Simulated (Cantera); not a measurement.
Feed: 1 mol SiCl₄, 0.48 mol H₂, at 0.133 bar.

These are equilibrium values from Cantera (NASA tables, ideal gas, pure condensed phases), not measurements of a reactor. Candidate condensed phases: Si; 19 gas species. The tables' values for SiCl₃ are old estimates; treat these amounts as uncertain. The numbers say what is thermodynamically allowed, not how fast it happens.

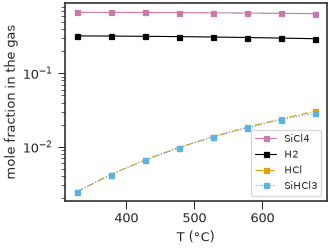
Fig. 1. Equilibrium gas composition (values under 1e-9 drawn at 1e-9)

### Question
Read off the mole fractions at 627 °C.

### Answer
SiCl₄ about 0.65, H₂ about 0.30, HCl about 0.024, SiHCl₃ about 0.023.
